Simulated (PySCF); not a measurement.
# ClH₅OSi₂ (SMILES O[SiH2][SiH2]Cl): what the fields show

Input file:

```
{"job": {"xc": "PBE0", "basis": "pcSseg-1", "solvent": "dichloromethane", "kind": "nmr", "pop": true}, "charge": 0, "multiplicity": 1}
O     -1.680871     0.800599     0.038534
Si    -0.772833    -0.549660    -0.030131
Si     1.326032     0.387018     0.016345
Cl     2.717599    -1.094207    -0.060767
H     -2.633945     0.780579     0.037102
H     -1.119552    -1.429358     1.095694
H     -1.120819    -1.310855    -1.238867
H      1.648168     1.270955    -1.109704
H      1.649780     1.150923     1.226614
```

Run with:

```sh
OMP_NUM_THREADS=1 python ens_run.py task.json out
```

Geometry: GFN2-xTB.

Level of theory: PBE0/pcSseg-1, SCF density, in a dichloromethane solvent model, non-relativistic (PySCF 2.14.0).

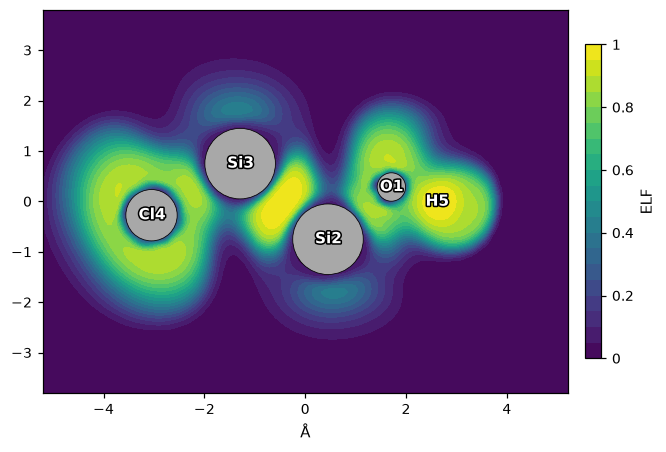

Figure 1. ELF on the plane of atoms Si2, O1 and H5. Grey discs cover the atomic cores.

**What does the map show?**

- Atoms in the plane: O, Si, Cl and H.
- Si–O (1.63 Å): the ELF peaks at about 0.85 between the atoms: a shared but strongly polarised pair.
- Si–Cl (2.03 Å): the ELF peaks at about 0.90 between the atoms; a shared but strongly polarised pair.
- Si–Si (2.30 Å): the ELF peaks at about 1 between the atoms (a shared electron pair).
- O–H (0.95 Å): the ELF climbs to about 1 towards the hydrogen, as it does in any bond to H: a covalent bond by its length.
- The ELF also peaks beside Cl4 and O1, away from the bonds: lone-pair regions.

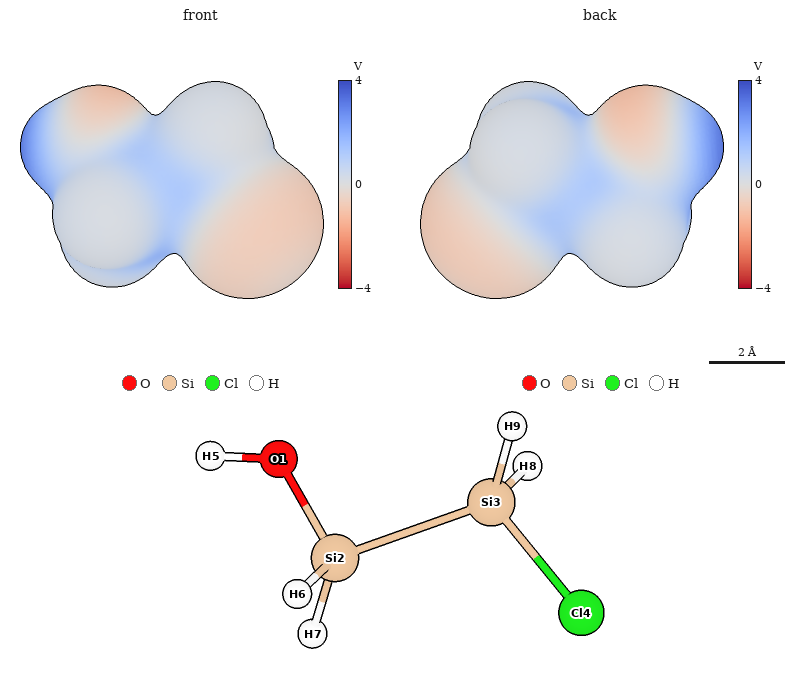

Figure 2. The molecular electrostatic potential painted on the density surface at 0.002 e/bohr³, seen from the front and from behind; red is negative and blue positive. The bare structure is drawn below in the same view.

**Where is the surface potential most negative and most positive?**

The most negative region (about −1.0 V) lies over O1, the most positive (about +3.0 V) over H5. O1 is the likeliest acceptor of a hydrogen bond.
